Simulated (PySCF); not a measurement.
**C2H4Cl2, SMILES `C=C.ClCl`: what the electrons do**

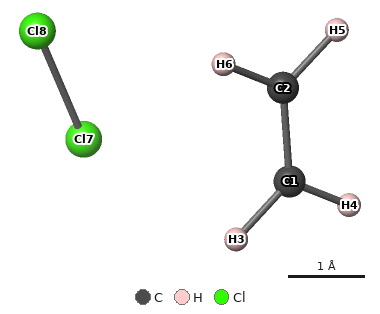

The molecule, with its atoms numbered as below.

Geometry (Å), atoms numbered from 1:

```
C1      -2.4282   -0.5007   -0.2542
C2      -2.2831    0.7216    0.2129
H3      -2.1109   -0.7730   -1.2480
H4      -2.8788   -1.2863    0.3294
H5      -2.6092    0.9956    1.2034
H6      -1.8339    1.5087   -0.3730
Cl7      0.9731   -1.0451    0.0941
Cl8      1.2446    0.9410   -0.0744
```

## 1. Bonding charge

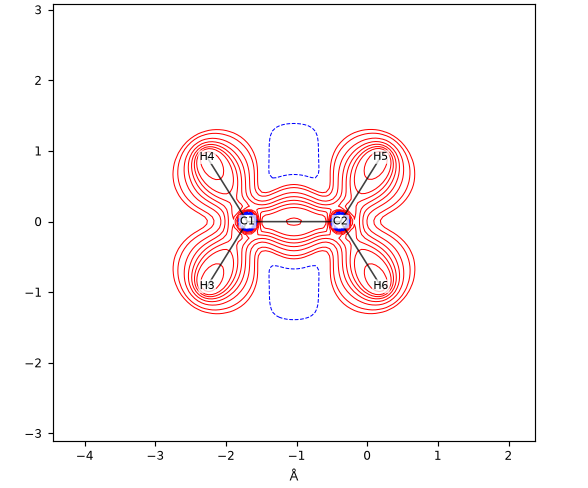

Deformation density (molecule less spherical, spin-averaged free atoms) in the plane of C1, C2, H3, H4, H5 and H6; contours at ±0.05 to ±0.8 e/Å³; solid red lines: gain, dashed blue lines: loss.

Level of theory: CAM-B3LYP/def2-TZVP (PySCF), at an unrelaxed start geometry of a pair search.

Q: How much density has each bond in this plane gained at its critical point, relative to the free atoms?

A: C1–C2: +0.82 e/Å³ at the bond critical point (bond length 1.32 Å, Mayer order 1.9). C1–H3: +0.78 e/Å³ at the bond critical point (bond length 1.08 Å, Mayer order 1.0). C1–H4: +0.78 e/Å³ at the bond critical point (bond length 1.08 Å, Mayer order 1.0). C2–H6: +0.78 e/Å³ at the bond critical point (bond length 1.08 Å, Mayer order 1.0). C2–H5: +0.78 e/Å³ at the bond critical point (bond length 1.08 Å, Mayer order 1.0). In all, 2.0 electrons gather in the regions of gain relative to the promolecule.

## 2. Local ionisation energy

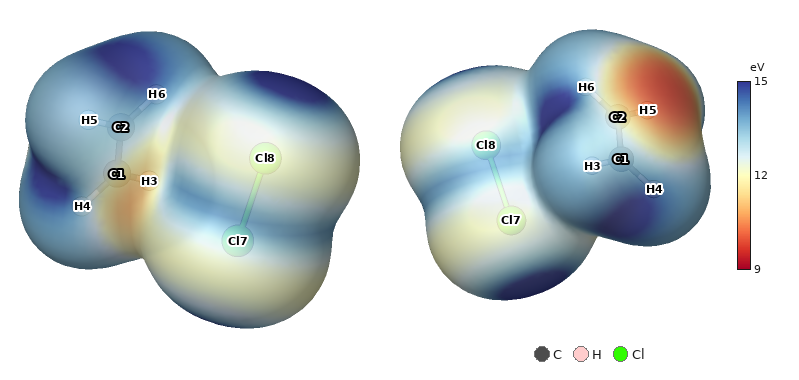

Average local ionisation energy on the surface of electron density 0.001 a.u. (back view left, front view right).

Q: Locate the minima of the map.

A: The lowest value is 9.8 eV, off the C1–C2 bond (2.2 Å from its atoms). Further minima include 10.9 eV, off the C1–C2 bond (2.2 to 2.3 Å from its atoms); 12.0 eV, 2.1 Å from Cl7; 12.0 eV, 2.1 Å from Cl7. For comparison, the highest occupied orbital lies at −9.2 eV.

## 3. Excited states

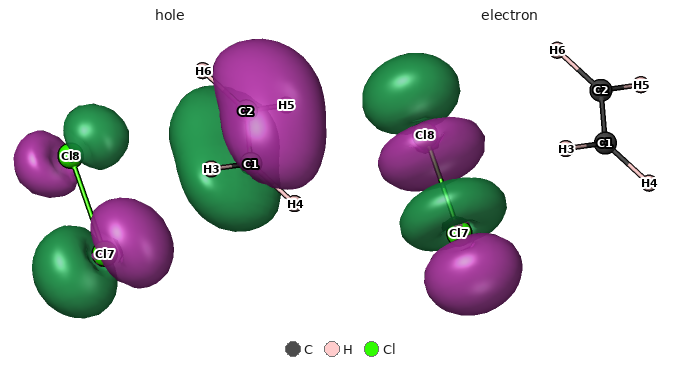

Leading natural transition orbital pair of S₁ (TDA singlet states); the surfaces enclose about 85 % of each orbital's density.

Computed with PySCF, B3LYP/def2-SVP, geometry: an unrelaxed start of a pair search. Without diffuse functions Rydberg states are missing, so the states' numbers hold for this basis only.

Q: Give its energy, strength and character.

A: 3.39 eV (366 nm), f = 0.000 (dark), charge transfer, whose energy this functional puts too low; the leading pair carries 100 %; hole on C2 (33 %), C1 (31 %) and Cl7 (20 %), electron on Cl7 and Cl8 (50 % each); their centroids lie 2.6 Å apart. In canonical orbitals it is mainly HOMO → LUMO (86 %). The HOMO–LUMO gap is 4.24 eV.
